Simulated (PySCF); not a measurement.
# HF/aug-pc-1 run of C3H7BCl− (SMILES [BH3-]/C=C(/C)Cl)

What is the vertical ionisation energy of C3H7BCl− at HF/aug-pc-1? 

The calculation is run with PySCF 2.14.0.

## (1) The structure to begin with

C3H7BCl− has 12 atoms, charge -1, and is taken as a singlet. SMILES: `[BH3-]/C=C(/C)Cl`. The coordinates come from a GFN2-xTB relaxation.

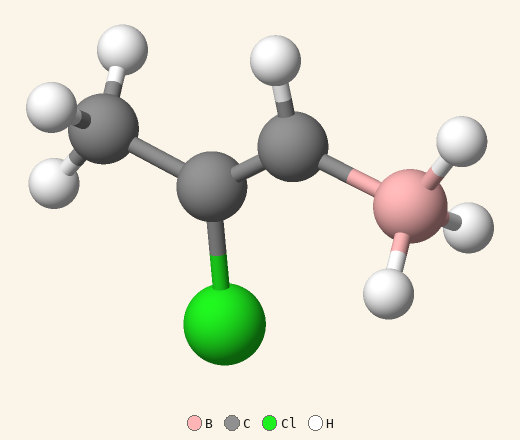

The structure, seen from a chosen angle (boron pink, carbon grey, chlorine green, hydrogen white).

## (2) A single-point energy at HF/aug-pc-1

Input file input.py:

```python
# [BH3-]/C=C(/C)Cl
from pyscf import gto

mol = gto.M(
    atom='''
B     -1.888810     0.587390     0.594590
C     -0.389180    -0.030410     0.534080
C      0.480570    -0.034130    -0.459950
C      1.872030    -0.620810    -0.483710
Cl     0.048460     0.717600    -1.991290
H     -2.361420     0.401790     1.706830
H     -2.585020     0.038370    -0.243510
H     -1.844020     1.783850     0.362630
H     -0.007950    -0.526580     1.429450
H      2.340600    -0.473950    -1.454670
H      1.836880    -1.692620    -0.273100
H      2.497860    -0.150500     0.278630
''',
    verbose=4,
    basis='aug-pc-1',
    max_memory=1860,
    charge=-1,
)

calc0 = mol.RHF()
calc0.conv_tol = 1e-10
calc0.kernel()
if not calc0.converged:
    calc0 = calc0.newton().run(calc0.mo_coeff, calc0.mo_occ)

energy = calc0.e_tot
print('E = %.10f Eh' % energy)
```

Launch:

```sh
OMP_NUM_THREADS=1 python input.py
```

The program printed:

```text
PySCF version 2.14.0

[INPUT] num. atoms = 12
[INPUT] num. electrons = 48
[INPUT] charge = -1
[INPUT] spin (= nelec alpha-beta = 2S) = 0
[INPUT] symmetry False subgroup None
[INPUT] Mole.unit = angstrom
[INPUT] Symbol           X                Y                Z      unit          X                Y                Z       unit  Magmom
[INPUT]  1 B     -1.888810000000   0.587390000000   0.594590000000 AA   -3.569333601340   1.110006228308   1.123612256405 Bohr   0.0
[INPUT]  2 C     -0.389180000000  -0.030410000000   0.534080000000 AA   -0.735443613158  -0.057466571448   1.009264928608 Bohr   0.0
[INPUT]  3 C      0.480570000000  -0.034130000000  -0.459950000000 AA    0.908145683682  -0.064496352631  -0.869179530994 Bohr   0.0
[INPUT]  4 C      1.872030000000  -0.620810000000  -0.483710000000 AA    3.537623996970  -1.173160875391  -0.914079423713 Bohr   0.0
[INPUT]  5 Cl     0.048460000000   0.717600000000  -1.991290000000 AA    0.091576127996   1.356067466988  -3.762992734585 Bohr   0.0
[INPUT]  6 H     -2.361420000000   0.401790000000   1.706830000000 AA   -4.462437065070   0.759273059589   3.225441241191 Bohr   0.0
[INPUT]  7 H     -2.585020000000   0.038370000000  -0.243510000000 AA   -4.884979826523   0.072508791400  -0.460167208593 Bohr   0.0
[INPUT]  8 H     -1.844020000000   1.783850000000   0.362630000000 AA   -3.484692768220   3.370987947305   0.685271384551 Bohr   0.0
[INPUT]  9 H     -0.007950000000  -0.526580000000   1.429450000000 AA   -0.015023322690  -0.995091982673   2.701269008760 Bohr   0.0
[INPUT] 10 H      2.340600000000  -0.473950000000  -1.454670000000 AA    4.423092967157  -0.895635696738  -2.748927901621 Bohr   0.0
[INPUT] 11 H      1.836880000000  -1.692620000000  -0.273100000000 AA    3.471200123691  -3.198588232961  -0.516084204619 Bohr   0.0
[INPUT] 12 H      2.497860000000  -0.150500000000   0.278630000000 AA    4.720271297506  -0.284403781747   0.526534390088 Bohr   0.0

nuclear repulsion = 201.600020665998
number of shells = 29
number of NR pGTOs = 258
number of NR cGTOs = 182
basis = aug-pc-1
ecp = {}

******** <class 'pyscf.scf.hf.RHF'> ********
method = RHF
initial guess = minao
damping factor = 0
level_shift factor = 0
DIIS = <class 'pyscf.scf.diis.CDIIS'>
diis_start_cycle = 1
diis_space = 8
diis_damp = 0
SCF conv_tol = 1e-10
SCF conv_tol_grad = None
SCF max_cycles = 50
direct_scf = True
direct_scf_tol = 1e-13
Set gradient conv threshold to 1e-05
Initial guess from minao.
init E= -602.424498309044
  HOMO = -0.220980686190324  LUMO = 0.0225501732883924  gap/eV = 6.62681
cycle= 1 E= -601.696802517941  delta_E= 0.728  |g|= 0.495  |ddm|= 5.42
  HOMO = -0.132514950966651  LUMO = 0.103633915004704  gap/eV = 6.42594
cycle= 2 E= -601.767649108291  delta_E= -0.0708  |g|= 0.296  |ddm|= 2.28
  HOMO = -0.146626649887631  LUMO = 0.110444020167554  gap/eV = 6.99525
cycle= 3 E= -601.78933980709  delta_E= -0.0217  |g|= 0.0652  |ddm|= 1.01
  HOMO = -0.158701152348855  LUMO = 0.112226953134685  gap/eV = 7.37233
cycle= 4 E= -601.791612799439  delta_E= -0.00227  |g|= 0.0214  |ddm|= 0.329
  HOMO = -0.1557429497107  LUMO = 0.112127954259834  gap/eV = 7.28914
cycle= 5 E= -601.791821793006  delta_E= -0.000209  |g|= 0.00757  |ddm|= 0.0839
  HOMO = -0.155919608238348  LUMO = 0.112198734176912  gap/eV = 7.29587
cycle= 6 E= -601.791873449898  delta_E= -5.17e-05  |g|= 0.00295  |ddm|= 0.0467
  HOMO = -0.155859243284318  LUMO = 0.112296986905567  gap/eV = 7.29690
cycle= 7 E= -601.791880034192  delta_E= -6.58e-06  |g|= 0.000777  |ddm|= 0.0173
  HOMO = -0.155917653599658  LUMO = 0.112333417440004  gap/eV = 7.29948
cycle= 8 E= -601.791880487262  delta_E= -4.53e-07  |g|= 0.000202  |ddm|= 0.00459
  HOMO = -0.155895310878996  LUMO = 0.112335529595382  gap/eV = 7.29893
cycle= 9 E= -601.79188051771  delta_E= -3.04e-08  |g|= 6.59e-05  |ddm|= 0.00112
  HOMO = -0.155907289826435  LUMO = 0.112336796504811  gap/eV = 7.29929
cycle= 10 E= -601.791880521446  delta_E= -3.74e-09  |g|= 2.26e-05  |ddm|= 0.000422
  HOMO = -0.155903508188923  LUMO = 0.112336751267318  gap/eV = 7.29919
cycle= 11 E= -601.791880521836  delta_E= -3.89e-10  |g|= 7.12e-06  |ddm|= 0.000139
  HOMO = -0.15590444011218  LUMO = 0.112336759953485  gap/eV = 7.29921
cycle= 12 E= -601.791880521874  delta_E= -3.82e-11  |g|= 1.95e-06  |ddm|= 3.8e-05
  HOMO = -0.155904462676584  LUMO = 0.112336740890306  gap/eV = 7.29921
Extra cycle  E= -601.791880521875  delta_E= -1.36e-12  |g|= 8.8e-07  |ddm|= 9.35e-06
converged SCF energy = -601.791880521875
E = -601.7918805219 Eh
```

Wall time 17 s (1 thread of Arm Neoverse V1, shared host); peak memory 1.2 GiB.

## (3) Doublet neutral C3H7BCl

Input file input.py:

```python
from pyscf import gto

molecule = gto.M(
    atom='''
B     -3.569334     1.110006     1.123612
C     -0.735444    -0.057467     1.009265
C      0.908146    -0.064496    -0.869180
C      3.537624    -1.173161    -0.914079
Cl     0.091576     1.356067    -3.762993
H     -4.462437     0.759273     3.225441
H     -4.884980     0.072509    -0.460167
H     -3.484693     3.370988     0.685271
H     -0.015023    -0.995092     2.701269
H      4.423093    -0.895636    -2.748928
H      3.471200    -3.198588    -0.516084
H      4.720271    -0.284404     0.526534
''',
    verbose=4,
    basis='aug-pc-1',
    charge=0,
    unit='bohr',
    max_memory=1860,
    spin=1,
)

mf = molecule.UHF()
mf.conv_tol = 1e-10
mf.kernel()
if not mf.converged:
    mf = mf.newton().run(mf.mo_coeff, mf.mo_occ)

etot = mf.e_tot
print(f'total energy: {etot:.8f} hartree')
```

Launch:

```sh
OMP_NUM_THREADS=1 python input.py
```

The program printed:

```text
PySCF version 2.14.0

[... 120 lines left out ...]
converged SCF energy = -601.684601231426  <S^2> = 0.76133148  2S+1 = 2.0112996
total energy: -601.68460123 hartree
```

Wall time 36 s (1 thread of Arm Neoverse V1, shared host); peak memory 1.2 GiB.

## (4) Results

At HF/aug-pc-1:

| quantity | value |
| --- | --- |
| singlet C3H7BCl−: total energy | -601.79188 Eh |
| singlet C3H7BCl−: HOMO energy | -4.24 eV |
| singlet C3H7BCl−: LUMO energy | 3.06 eV |
| singlet C3H7BCl−: HOMO–LUMO gap (to an unbound level, set by the basis) | 7.30 eV |
| doublet neutral C3H7BCl: total energy | -601.68460 Eh |
| doublet neutral C3H7BCl: dipole moment | 6.93 D |
| doublet neutral C3H7BCl: HOMO energy (highest over α and β) | -10.64 eV |
| doublet neutral C3H7BCl: LUMO energy (lowest over α and β) | -1.58 eV |
| doublet neutral C3H7BCl: ⟨S²⟩ | 0.761 |
| vertical detachment energy (to the doublet neutral) | 2.919 eV |

What this shows: Removing an electron at fixed nuclei costs 2.92 eV (67 kcal/mol). −ε(HOMO) before ionisation, 4.24 eV, is 1.32 eV above this ionisation energy. Mulliken charges (singlet C3H7BCl−) run from -0.89 on Cl5 to +0.83 on B1; in a basis this large or diffuse they mean little. Mulliken charges (doublet neutral C3H7BCl) run from -0.88 on C4 to +0.74 on B1; in a basis this large or diffuse they mean little.
